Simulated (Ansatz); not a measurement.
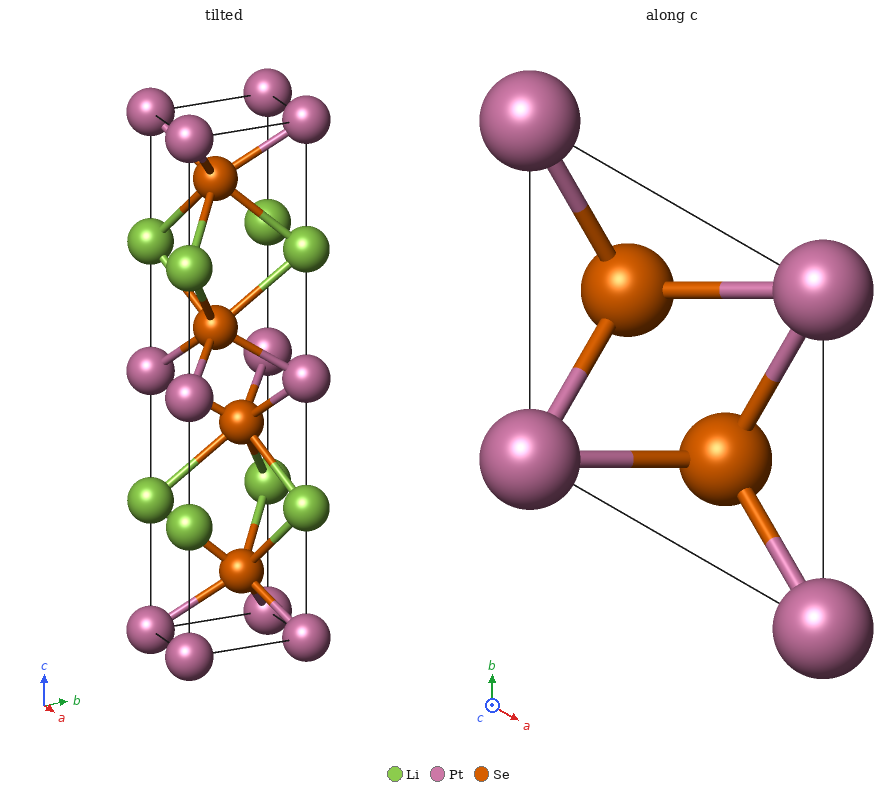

Drawn in the ball-and-stick manner and seen slightly off an axis and along the c axis. The box is the conventional unit cell; atoms on or close to its faces, edges and corners are drawn wherever they repeat.

LiPtSe₂, space group P6_3/mmc (No. 194), a = 3.845 Å, b = 3.845 Å, c = 12.456 Å, α = 90.00°, β = 90.00°, γ = 120.00°. It derives from a structure type filled with these elements by a generator (whether the compound takes this form wasn't checked). Earlier steps of the study, as a rule a relaxation of our own, may have changed the cell and positions, so they can lie some per cent off the listed ones. It went into a calculation with Ansatz.

This one geometry was computed with Ansatz (DFT, plane waves, PAW) at three levels of theory: PBE, r2SCAN and PBEsol.

Which level gives the highest pressure at this volume, and what does that say about its equilibrium volume?

Answer. Highest: PBE (0.0 GPa), which points to the largest equilibrium volume. Lowest, with the smallest volume: PBEsol (-3.7 GPa). Levels within 0.5 GPa of each other can't be told apart.

How does the band gap change with the level of theory?

Answer. All levels give a metal.

Collect the results in a table.

Answer.
| level | cutoff (eV) | k-mesh of the run's cell | gap (eV) | pressure (GPa) |
| --- | --- | --- | --- | --- |
| PBE | 420 | 12×12×4 | metal | 0.0 |
| r2SCAN | 500 | 12×12×4 | metal | -1.6 |
| PBEsol | 420 | 12×12×4 | metal | -3.7 |

Gaps are taken on the k-mesh or band path of each run.
